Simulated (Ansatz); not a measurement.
**Ge (diamond structure), cut as [110] wire, round, centred on atom, 1.06 nm across, axial strain -1.5 %**

Level of theory: PBE (plane waves to 420 eV, PAW; Ansatz, a first-principles code).

k-points: Γ-centred 1×1×7 mesh; occupations: Fermi-Dirac, 0.020 eV; spin polarisation not allowed. No spin-orbit coupling.

 The relaxation kept the symmetry of its start, so a lower minimum of less symmetry isn't excluded. The period along the axis is held at the strain named.

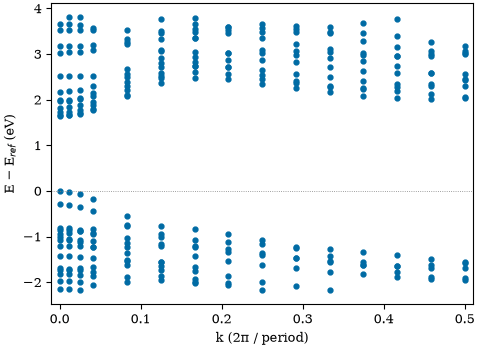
Levels along the axis at 15 k-points, drawn as points, zero at the top of the valence band

Electronic character: not metallic; Kohn-Sham band gap: 1.64 eV. Only levels within the plotted window are shown.
